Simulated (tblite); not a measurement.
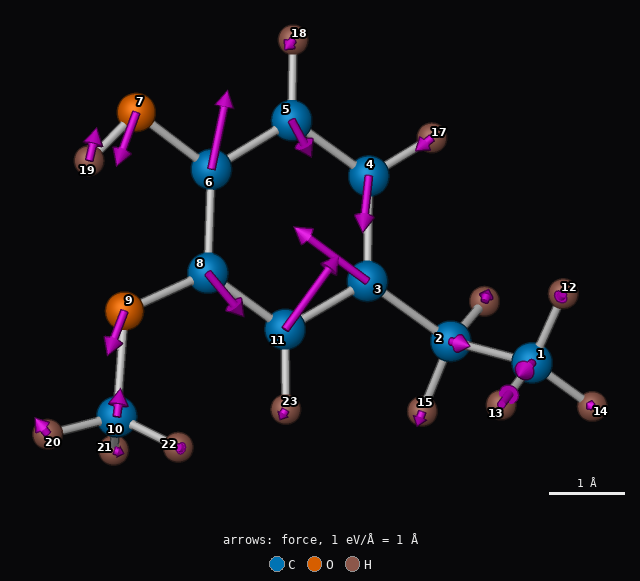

Starting geometry of C₉H₁₂O₂ with the computed forces as purple arrows. A ball-and-stick model, seen at a tilt.

Method: GFN2-xTB geometry optimisation, gas phase in tblite. 

Q: What follows when this structure is relaxed?

A: It isn't relaxed: the largest force vector, on a C atom, is 1.29 eV/Å. The final displacements follow the starting forces only in part (cosine between the two patterns 0.37). The largest move after the best rigid fit is that of an H atom, 0.057 Å. By element the largest moves are H 0.057 Å, C 0.038 Å, O 0.035 Å. Near-neighbour distances that change, for instance: C–C 1.411 → 1.385 Å, C–H 1.108 → 1.088 Å, C–O 1.422 → 1.404 Å, C–C 1.391 → 1.404 Å. Bond angles that change, for instance: C–O–H 104.6° → 107.7°, C–C–O 117.9° → 120.3°, O–C–H 108.0° → 105.8°. The energy falls by 8.61 kJ/mol in 39 geometry steps.
